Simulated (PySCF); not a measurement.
| atom | x (Å) | y (Å) | z (Å) |
| --- | --- | --- | --- |
| Na | 0.0000 | 0.0000 | -2.9429 |
| Tl | 0.0000 | 0.0000 | 0.3301 |

Core potentials replace the inner electrons of Tl.

These are results of PBE0/def2-SVPD, non-relativistic Hamiltonian with scalar-relativistic core potentials where named, at a bond length of 3.273 Å (PySCF 2.14.0), not measurements.

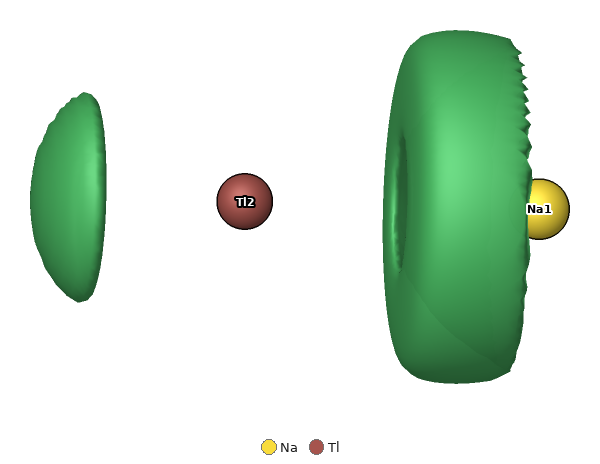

NaTl. Isosurface of the ELF at 0.75 (green), seen from one side. Only the valence region is drawn (cores and ρ < 0.01 e/Å³ removed).

Question: Where are the electrons localised?

Answer: At this value the surface marks out one lobe of the valence shell of Na pointing towards Tl (polar bonds) and one lobe on Tl, pointing away from the bonds (lone pairs).

Values along the shortest contacts:
Na–Tl (3.27 Å): the ELF peaks at about 0.70 in the valence shell of Tl, 1.7 Å from its nucleus, and drops to about 0.30 between the two atoms.
